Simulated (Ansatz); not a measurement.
# H7PSi2: what the fields show

The calculation's input:

```
crystal:
  periodic: [false, false, false]
  atoms:
    - {symbol: P, position_ang: [-0.851747, 1.269184, -0.025172]}
    - {symbol: Si, position_ang: [0.001549, -2.000813, -1.859711]}
    - {symbol: Si, position_ang: [0.234054, 0.335724, -1.808511]}
    - {symbol: H, position_ang: [0.554434, -2.573702, -0.596196]}
    - {symbol: H, position_ang: [-1.449366, -2.344860, -1.942245]}
    - {symbol: H, position_ang: [0.710602, -2.618618, -3.020242]}
    - {symbol: H, position_ang: [1.673541, 0.720928, -1.708859]}
    - {symbol: H, position_ang: [-0.329342, 0.949487, -3.047998]}
    - {symbol: H, position_ang: [-0.327758, 0.322039, 0.910247]}
    - {symbol: H, position_ang: [-2.050566, 0.519214, -0.242011]}
basis:
  gaussian: {orbitals: def2-TZVPD}
hamiltonian: {xc: pbe0}
output: {forces: true, orbitals: {seedname: orbitals}}
```

Run with:

```sh
ansatz run input.yaml --threads 2 --pin off --max-ram 4350MiB --events-out events.jsonl --progress --plain --runs-dir runs
```

Geometry: B3LYP-D3(BJ)/def2-SVP.

Method: Ansatz 0.2.0, isolated molecule in a Gaussian basis; Kohn-Sham density functional theory, functional PBE0.

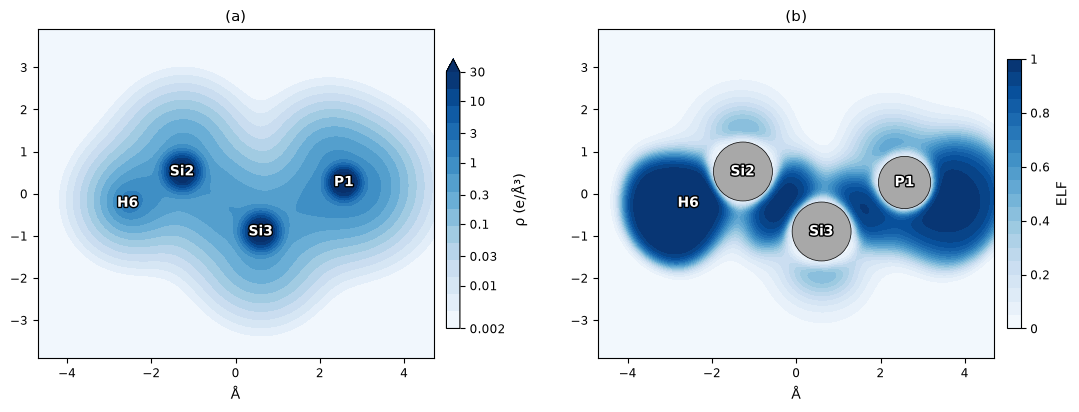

Figure 1. (a) electron density; (b) electron localisation function on the plane of atoms P1, Si3 and Si2. Grey discs cover the atomic cores in the ELF map.

Question: Describe what can be read from this map.

Answer: The section cuts through P, Si and H sites. Si–P (2.29 Å): ρ at the midpoint is about 0.68 e/Å³; the ELF peaks at about 0.95 between the atoms; a shared electron pair. Si–Si (2.35 Å): the density is about 0.62 e/Å³ at the midpoint; the ELF peaks at about 1 between the atoms (a covalent bond). Si–H (1.49 Å): the density is about 0.79 e/Å³ at the midpoint; the ELF climbs to about 1 towards the hydrogen, as it does in any bond to H. The ELF also peaks beside P1, away from the bonds: lone-pair regions.

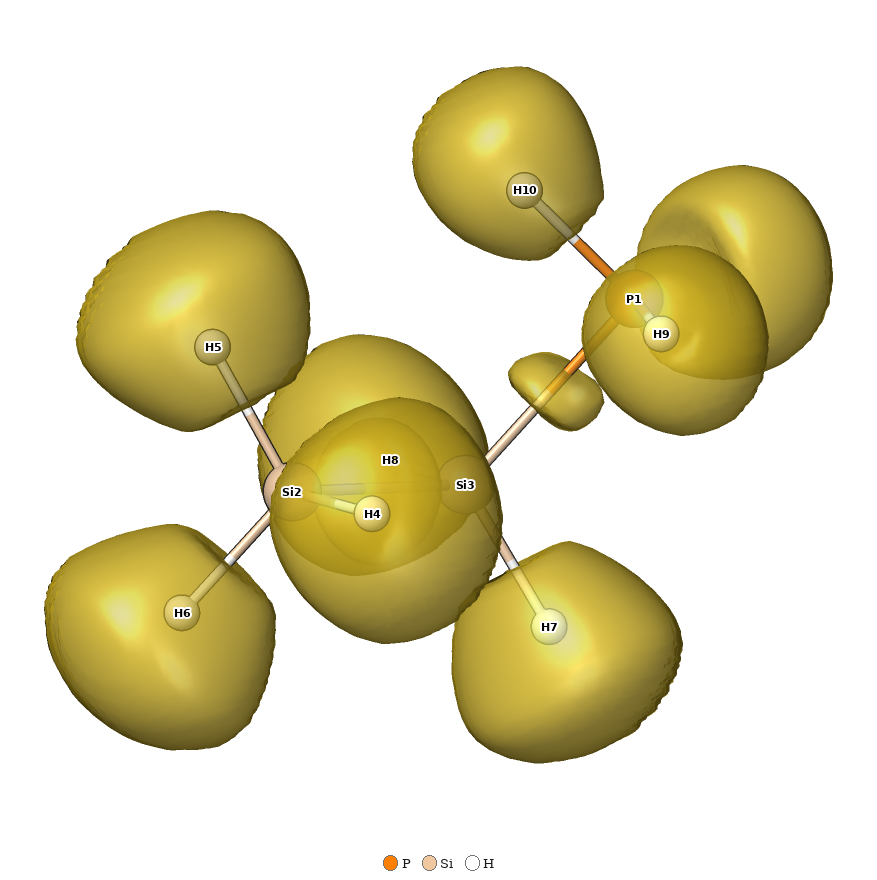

Figure 2. Isosurface of the electron localisation function at 0.9 (yellow), seen at an oblique angle. Core shells and regions of very low density are left out.

Question: Identify the bonds, lone pairs and shells in this picture.

Answer: The surface consists of one region between bonded P–Si atoms (shared pairs), one region between bonded Si–Si atoms (shared pairs), seven regions around hydrogen nuclei and one lobe on P, pointing away from the bonds (lone pairs).

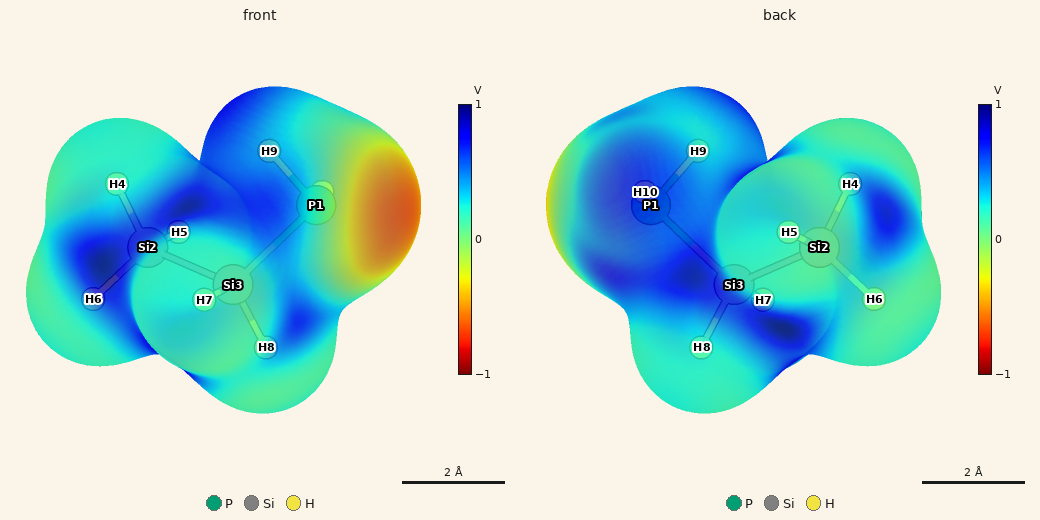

Figure 3. The electrostatic potential painted on the density surface at 0.002 e/bohr³, seen from the front and from behind; red is negative and blue positive.

Question: Describe the electrostatic potential map.

Answer: The most negative region (about −0.7 V, or −16 kcal/mol for a unit charge) lies over P1, the most positive (about +1.0 V, or +23 kcal/mol for a unit charge) over Si2 and Si3.
